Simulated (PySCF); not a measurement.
# C2H11ClGe2Si: the cost of one run

Programs: PySCF 2.14.0, with density-fitted response routines of our own. Each step states its level of theory. These are calculated values for one molecule, in the gas phase or a continuum, unless marked as measured. Atoms are numbered from 0 throughout.

## (1) Starting geometry

17 atoms, charge 0, multiplicity 1; geometry from: GFN2-xTB. The atoms were then displaced at random by about 0.01 Å, so the start is not that level's minimum.

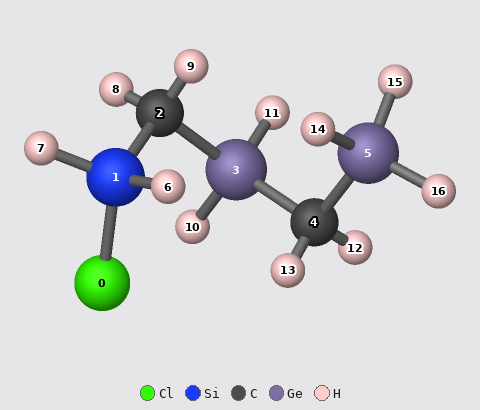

The starting geometry (chlorine green, silicon blue, carbon dark grey, germanium purple, hydrogen pink), atoms numbered; sticks join atoms by distance.

## (2) Relaxing the molecule at PBE0-D3(BJ)/def2-SVP

The job: settings as JSON, then the geometry in Å.

```
{"job": {"xc": "PBE0", "basis": "def2-SVP", "d3": "d3bj", "grid": 1, "shake": 0.01, "kind": "geom"}, "charge": 0, "multiplicity": 1}
Cl    -2.239530    -0.659110     2.041670
Si    -2.304730     0.449010     0.337230
C     -1.326780    -0.510900    -0.966160
Ge     0.276280    -1.462390    -0.188390
C      1.412860    -0.258160     0.825330
Ge     1.978900     1.309840    -0.213780
H     -1.664260     1.741420     0.632120
H     -3.678120     0.623440    -0.071450
H     -1.945800    -1.232520    -1.437520
H     -0.948000     0.170530    -1.717550
H     -0.208290    -2.620350     0.689530
H      1.037300    -2.085560    -1.310040
H      2.270440    -0.792580     1.149240
H      0.883910     0.085680     1.742740
H      0.855400     2.255200    -0.447940
H      2.512190     0.925500    -1.545770
H      3.071710     2.072780     0.490920
```

Run with:

```sh
$ OMP_NUM_THREADS=1 python probes_run.py task.json out
```

The driver reads the jobs from task.json and runs them one after another.

**Question.** How long does this first job take on 1 thread of Arm Neoverse V1, shared host, and how much memory does it need?

About 5.4 min, with a peak of 0.95 GiB.
